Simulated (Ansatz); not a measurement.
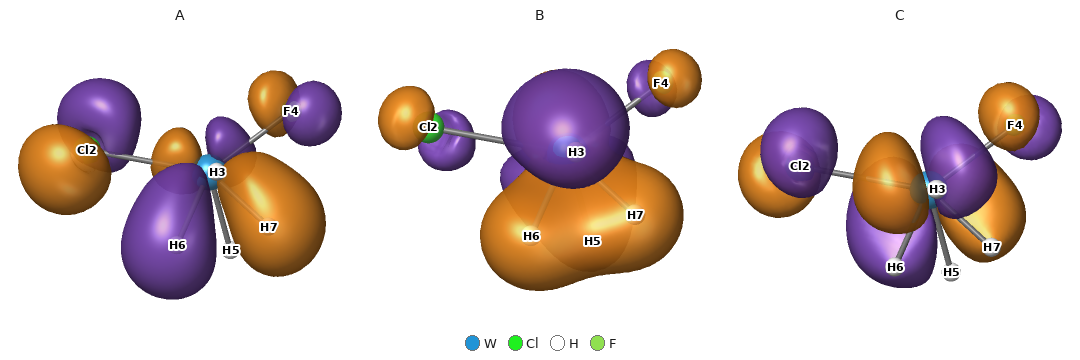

The picture shows: ClFH₄W. Three frontier orbitals at ±0.1 Å⁻³ᐟ² (orange and purple are the two phases), in no order.

Core potentials replace the inner electrons of W.

These are results of RKS revPBE/def2-SVP (Ansatz), not measurements.

The calculation's input:

```
crystal:
  periodic: [false, false, false]
  atoms:
    - { symbol: W, position_ang: [-0.017201, 0.375563, 0.413995] }
    - { symbol: Cl, position_ang: [0.881416, -0.340413, 2.471943] }
    - { symbol: H, position_ang: [1.489003, -0.268115, -0.037709] }
    - { symbol: F, position_ang: [0.035689, 2.098522, -0.384375] }
    - { symbol: H, position_ang: [-1.420008, -0.467425, -0.029964] }
    - { symbol: H, position_ang: [0.126778, -1.244636, -0.003801] }
    - { symbol: H, position_ang: [0.125624, -0.023494, -1.208789] }
basis:
  gaussian: { orbitals: def2-SVP }
hamiltonian:
  xc: revpbe
relax:
  f_tol: 0.03
  max_steps: 50
output:
  orbitals: {}
```

Launched as:

```sh
ansatz run input.yaml --threads 1 --pin off --max-ram 2048MiB --backend cpu --events-out ev --progress --plain --runs-dir out
```

The fields are those of the run's last geometry, not of the input's.

**Which picture is the HOMO−1, the HOMO and the LUMO?**

B is the HOMO−1 (−7.72 eV). It lies mainly on W1 (about 55 %), H3 (about 10 %), H6 (about 10 %), H7 (about 10 %) and H5 (about 5 %). A is the HOMO (−6.75 eV). By Hirshfeld shares it lies mainly on W1 (about 30 %), Cl2 (about 20 %), H6 (about 15 %), H7 (about 15 %) and F4 (about 10 %). C is the LUMO (−4.37 eV). It lies mainly on W1 (about 70 %), Cl2 (about 15 %) and F4 (about 10 %).

**What is the HOMO–LUMO gap?**

2.38 eV between the orbital energies.
